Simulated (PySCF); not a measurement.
```csv
atom,x (Å),y (Å),z (Å)
C,3.9475,0.5887,0.4094
O,2.7171,0.0517,-0.0366
C,1.6178,0.5881,0.5074
O,1.6558,1.4691,1.3297
C,0.3672,-0.0220,-0.0152
C,0.3779,-1.0581,-0.9541
C,-0.8322,-1.5861,-1.3931
C,-2.0374,-1.0844,-0.9045
C,-2.0656,-0.0429,0.0322
C,-3.3642,0.5204,0.5320
C,-0.8456,0.4748,0.4698
H,4.0337,1.6513,0.1363
H,4.7347,0.0067,-0.0844
H,4.0391,0.5077,1.5025
H,1.3294,-1.4407,-1.3248
H,-0.8388,-2.4006,-2.1213
H,-2.9808,-1.5117,-1.2561
H,-3.7057,1.3485,-0.1113
H,-4.1591,-0.2393,0.5370
H,-3.2627,0.9199,1.5512
H,-0.8099,1.2825,1.2051
```

Geometry: PBE0-D3(BJ)/def2-SVP.

Level of theory: CAM-B3LYP/def2-SVPD, SCF density, gas phase in PySCF 2.14.0.

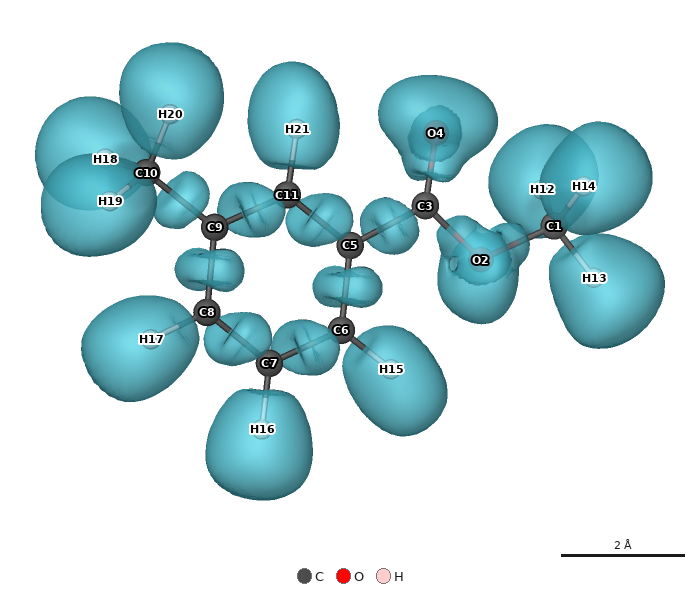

C₉H₁₀O₂ (SMILES COC(=O)c1cccc(C)c1). Isosurface of the ELF at 0.75 (cyan), seen at a tilt. Core shells and regions of very low density are left out.

Q: What do the ELF domains correspond to?

A: At this value the surface marks out eight regions between bonded C–C atoms (shared pairs), ten regions around hydrogen nuclei and two regions on O in which the atom's valence shell and bonds are merged.

Values along the shortest contacts:
C–O (1.21 Å): the ELF peaks at about 0.85 between the atoms; a multiple bond. C–C (1.39 Å): the ELF peaks at about 0.95 between the atoms, as expected for localised, covalent bonding.
